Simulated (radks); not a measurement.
# Atomic calculation, with input and output: As (charge +0.25)

As with charge +0.25 in the configuration [Ar] 3d10 4s2 4p2.75 (4p: 2 up, 0.75 down). Computed at this level: non-relativistic Kohn-Sham, PBEsol, spin-polarised, spherical densities, point nucleus (the in-house radial solver radks).

Input file:
```
Z 33
configuration [Ar] 3d10 4s2 4p2 4p0.75
relativity non-relativistic
functional pbe_sol,pbe_sol
spin polarised
nucleus point
```

Energies in input and log are in hartree, lengths in bohr.

Output:
```
1s      1   1.0000        -423.81857382
2s      1   1.0000         -53.21533661
2p      1   3.0000         -47.60963026
3s      1   1.0000          -6.82634041
3p      1   3.0000          -4.93478948
3d      1   5.0000          -1.61548810
4s      1   1.0000          -0.60796804
4p      1   2.0000          -0.27739368
1s      2   1.0000        -423.81669223
2s      2   1.0000         -53.21445208
2p      2   3.0000         -47.60797146
3s      2   1.0000          -6.82405316
3p      2   3.0000          -4.93211346
3d      2   5.0000          -1.61122916
4s      2   1.0000          -0.57171820
4p      2   0.7500          -0.24136260
Etot -2233.8700074488293
Ekin 2232.3119109212776
Encl -5343.313046426591
Eh 958.1328409478356
Exc -81.00171289135079
err 1.48207730211223e-09
it 15
```

Slater integrals of the outer shells (hartree):

```tsv
integral	value
F0(4p,4p)	0.3680
F2(4p,4p)	0.1894
F0(4p,4s)	0.4066
G1(4p,4s)	0.2629
F0(4p,3d)	0.4854
F2(4p,3d)	0.0892
G1(4p,3d)	0.0308
G3(4p,3d)	0.0271
```

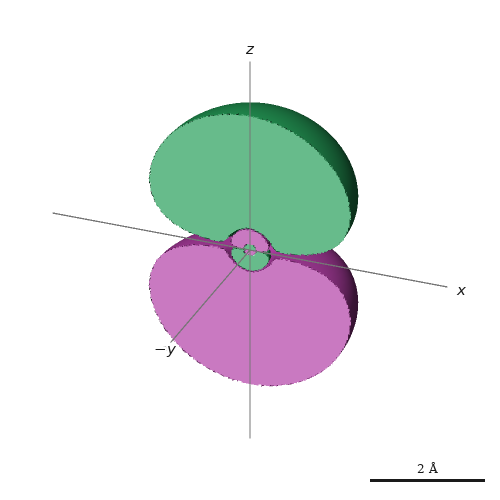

The 4p(z) orbital of down spin. The surface of constant |ψ| that holds about 95 % of the electron is drawn, green where ψ is positive and pink where it is negative, with the half in front of the xz plane cut away and the cut face painted. The radial function comes from the spherical calculation and is multiplied by a real spherical harmonic; the overall sign is chosen so that the largest lobe of P(r) is positive. It has the nodal plane xy and 2 radial nodes, at r = 0.218 and 0.783 bohr. The outermost maximum of P² lies at 1.97 bohr, ⟨r⟩ = 2.50 bohr, 90 % of the charge lies within 3.90 bohr, and the eigenvalue is −6.57 eV, with 0.75 electrons in the shell for this spin.

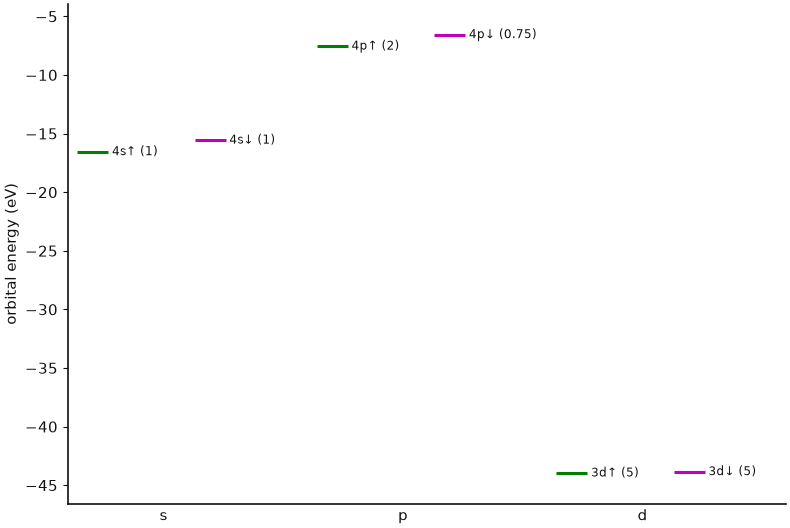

The outer levels are drawn (occupations in brackets, up spins at the left of each column and down spins at the right). The highest occupied level is 4p down at −6.57 eV. The highest 4 occupied levels, from the top down, are 4p down (−6.57 eV), 4p up (−7.55 eV), 4s down (−15.6 eV), 4s up (−16.5 eV). The largest exchange splitting (down less up) among the shells drawn in both spins is that of 4s, 0.986 eV.

Key numbers:

```tsv
quantity	value
outcome	converged
total energy	−2233.8700 hartree
kinetic energy	2232.3119 hartree
electron–nucleus energy	−5343.3130 hartree
Hartree energy	958.132841 hartree
exchange–correlation energy	−81.001713 hartree
radius at density 0.001 e/bohr³	4.27 bohr
SCF iterations	15
hardware	1 CPU thread, shared host
```
